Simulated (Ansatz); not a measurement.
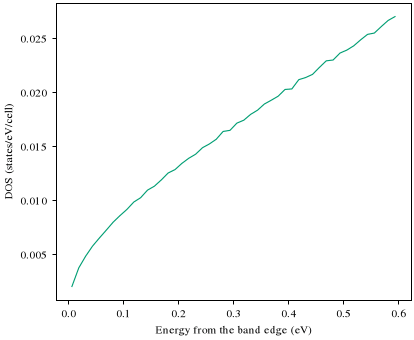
Density of states of MgO (Fm-3m) above the conduction band minimum, HSE06, rigid bands in Ansatz (a first-principles code); cell volume 18.7 Å³.

Task: What effective density of states at 300 K does this give (∫ g(E) exp(−E/k_BT) dE, both spins, divided by the cell's size)?

Result: 5.4e18 cm⁻³, a density-of-states mass of 0.36 mₑ, valleys and band degeneracy included.

Spin-orbit coupling is left out. Geometry: cell and atoms relaxed with PBEsol.
